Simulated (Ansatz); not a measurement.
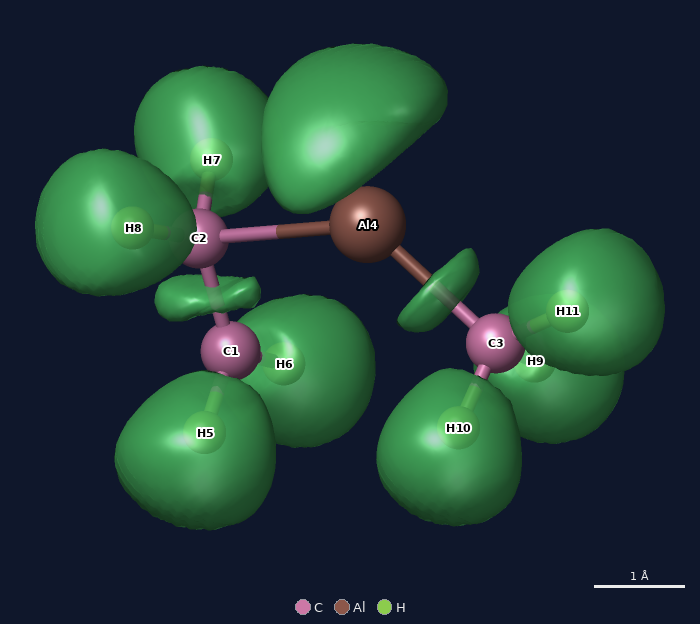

Figure. C3H7Al (SMILES [CH2][CH2][Al+][CH3]) (charge +1, doublet). Isosurface of the ELF at 0.85 (green), seen at a tilt. Only the valence region is drawn (cores and ρ < 0.01 e/Å³ removed).

Geometry: B3LYP-D3(BJ)/def2-SVP.

Computed with Ansatz, isolated molecule in a Gaussian basis; Kohn-Sham density functional theory, functional PBE0.

```xyz
11

C    -0.4906    2.2274   -0.5702
C     0.0007    1.5508   -1.6629
C    -0.3816   -0.6479    1.3655
Al    0.1123   -0.3580   -0.4983
H     0.1757    2.7165    0.1488
H    -1.5663    2.2950   -0.3734
H    -0.6751    1.2258   -2.4658
H     1.0579    1.6450   -1.9463
H    -1.4485   -0.3997    1.5031
H     0.2258    0.0099    2.0114
H    -0.2160   -1.6945    1.6629
```

Where are the electrons localised?

Answer. The surface consists of one region between bonded Al–C atoms (shared pairs), one region between bonded C–C atoms (shared pairs), seven regions around hydrogen nuclei and one lobe on Al, pointing away from the bonds (non-bonding electrons). Along the contacts the grid gives the following. C–C (1.38 Å): the ELF peaks at about 0.95 between the atoms (a covalent bond). C–Al (1.95 Å): the ELF peaks at about 0.95 between the atoms, as expected for a shared but strongly polarised pair.
